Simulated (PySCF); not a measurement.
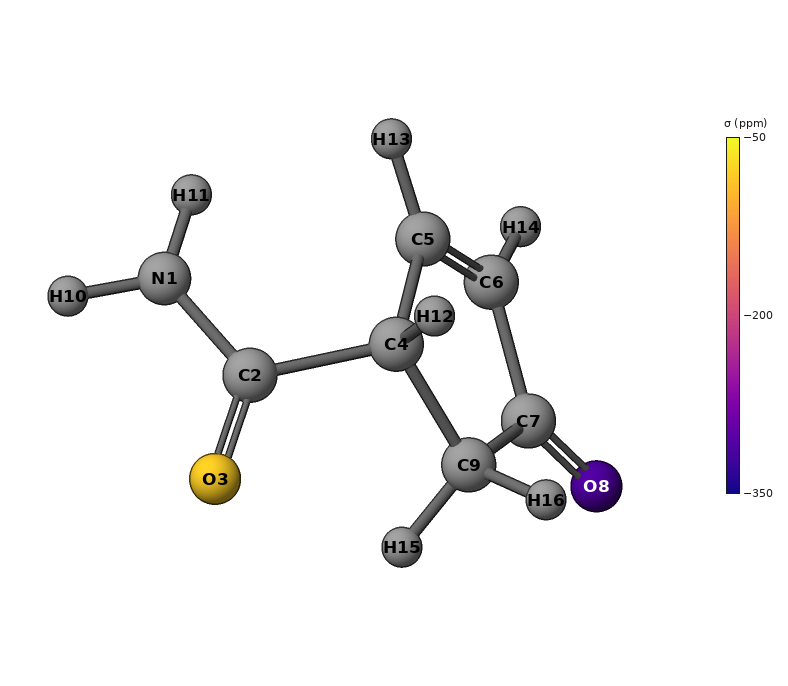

Atoms are coloured by their isotropic NMR shieldings (O only, the others grey). Geometry: an image of a reaction path computed with GFN2-xTB, not a minimum. Properties computed with GIAO PBE0/pcSseg-1 NMR shielding, non-relativistic, gas phase (PySCF 2.14.0).

Give the isotropic NMR shieldings of the O atoms atom by atom.

```csv
atom,σ (ppm)
O3,−81.2
O8,−308.7
```
